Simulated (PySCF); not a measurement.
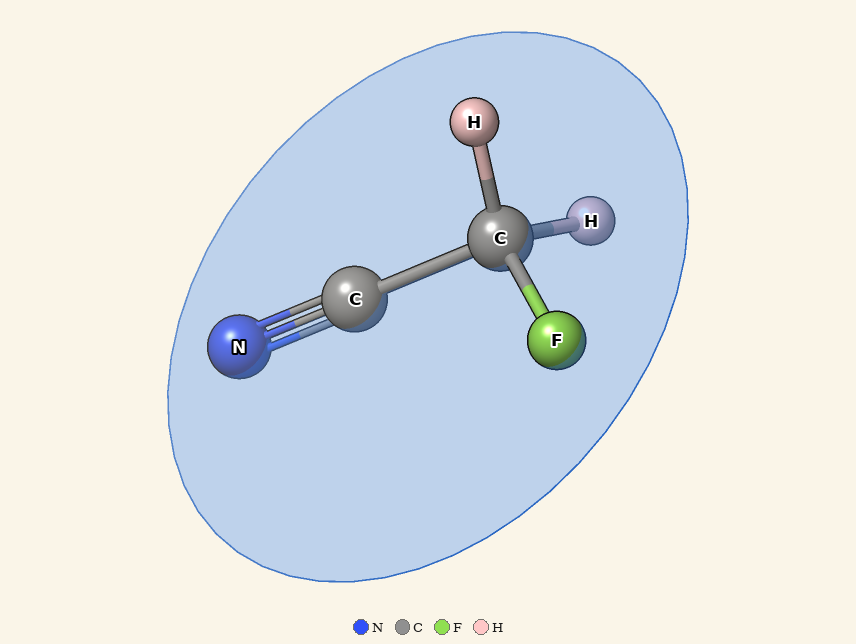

All proper rotation axes (lines) and mirror planes (discs) of the structure are drawn in. Depth is shown by fading: the farther an atom, the more it takes the colour of the background. The geometry was computed by an optimisation with PBE0-D3(BJ)/def2-SVP. No frequency run is at hand to confirm it as a minimum.

**Name the symmetry elements and the point group.**

It has 1 mirror plane. Point group Cs. The group has 2 operations. The geometry is achiral, and symmetry allows a dipole moment.
